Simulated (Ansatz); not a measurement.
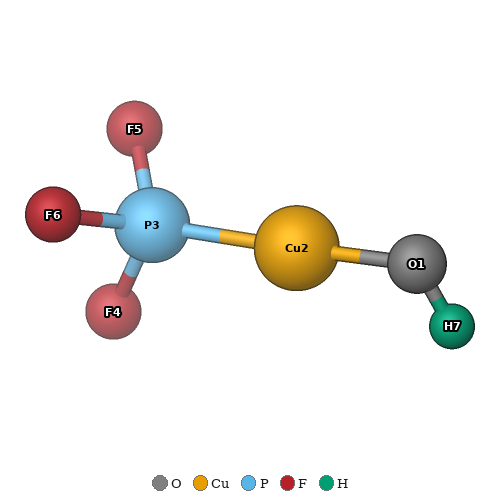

The system is CuF₃HOP, SMILES [OH][Cu-][P+](F)(F)F; the picture shows the reference structure. First axis: bond length Cu2–P3. Second axis: bond length P3–F4. Nothing is relaxed (all other coordinates rigid). Grid: 9 × 9 points. Points are written as (first, second). All energies are given in eV relative to the lowest grid point. The reference is spin-restricted, which grows unreliable where a bond is stretched far. The calculation used RKS B3LYP-D4/def2-SVP in Ansatz 0.2.0.

Its coordinates:

```yaml
atoms:
  - { symbol: O, position_ang: [1.2925, -2.4139, 0.2422] }
  - { symbol: Cu, position_ang: [0.5070, -0.8325, 0.1067] }
  - { symbol: P, position_ang: [-0.3815, 1.0893, -0.0332] }
  - { symbol: F, position_ang: [-1.8659, 1.1528, -0.5838] }
  - { symbol: F, position_ang: [0.2723, 2.1929, -0.9650] }
  - { symbol: F, position_ang: [-0.5675, 1.9677, 1.2735] }
  - { symbol: H, position_ang: [0.7432, -3.1563, -0.0404] }
```

Range: bond length Cu2–P3 from 1.825 to 2.971 Å; bond length P3–F4 from 1.299 to 2.377 Å.

Question: What will the energy surface look like?

Answer: The lowest grid point is at (2.111 Å, 1.569 Å). It is the only kind of minimum in the scanned range. The highest grid point, (2.971 Å, 2.377 Å), lies 4.18 eV above the lowest. Round the minimum the two coordinates are nearly uncoupled.

| bond length P3–F4 ↓, bond length Cu2–P3 → | 1.825 | 1.968 | 2.111 | 2.255 | 2.398 | 2.541 | 2.684 | 2.827 | 2.971 |
| --- | --- | --- | --- | --- | --- | --- | --- | --- | --- |
| 2.377 | 4.04 | 3.44 | 3.30 | 3.38 | 3.55 | 3.74 | 3.92 | 4.07 | 4.18 |
| 2.242 | 3.47 | 2.86 | 2.72 | 2.80 | 2.97 | 3.17 | 3.35 | 3.50 | 3.61 |
| 2.107 | 2.83 | 2.22 | 2.08 | 2.16 | 2.33 | 2.53 | 2.71 | 2.87 | 2.99 |
| 1.973 | 2.17 | 1.56 | 1.41 | 1.48 | 1.66 | 1.86 | 2.05 | 2.21 | 2.34 |
| 1.838 | 1.52 | 0.90 | 0.74 | 0.82 | 1.00 | 1.20 | 1.39 | 1.55 | 1.69 |
| 1.703 | 0.99 | 0.36 | 0.20 | 0.28 | 0.45 | 0.66 | 0.85 | 1.03 | 1.17 |
| 1.569 | 0.81 | 0.17 | 0.00 | 0.07 | 0.25 | 0.46 | 0.66 | 0.84 | 0.98 |
| 1.434 | 1.38 | 0.72 | 0.55 | 0.62 | 0.80 | 1.01 | 1.21 | 1.40 | 1.55 |
| 1.299 | 3.53 | 2.84 | 2.66 | 2.72 | 2.90 | 3.11 | 3.32 | 3.52 | 3.68 |

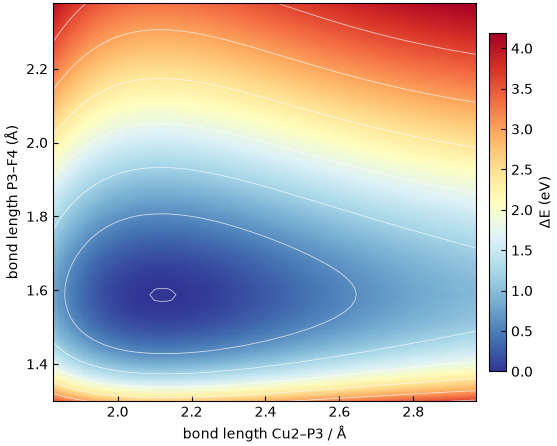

Drawn: a smooth colour map with a few white contour lines. Between grid points the surface is interpolated.

The whole map (81 points run) took 11 min on 1 thread of Arm Neoverse V1, with other jobs on the host.
